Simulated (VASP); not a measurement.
Band structure of Rh (relaxed from the bcc structure, space group Im-3m). Computed with PBEsol GGA, VASP's PBE PAW potentials (set 64) (plane waves; VASP 6.6.1).

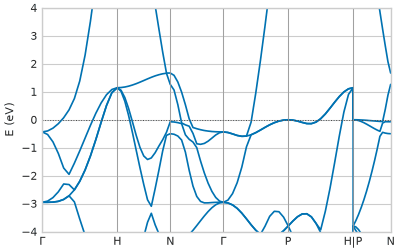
*Bands along high-symmetry lines, zero at the valence-band maximum or, without a gap, the Fermi level*

Q: Read the plot: is there a gap, and where are the band edges?

A: It has no gap at this level: it comes out as a metal or semimetal. (Edges off the drawn lines would not show.)

The structure was generated: Rh was put into the bcc type (Im-3m), which need not be its known phase. It was relaxed first.
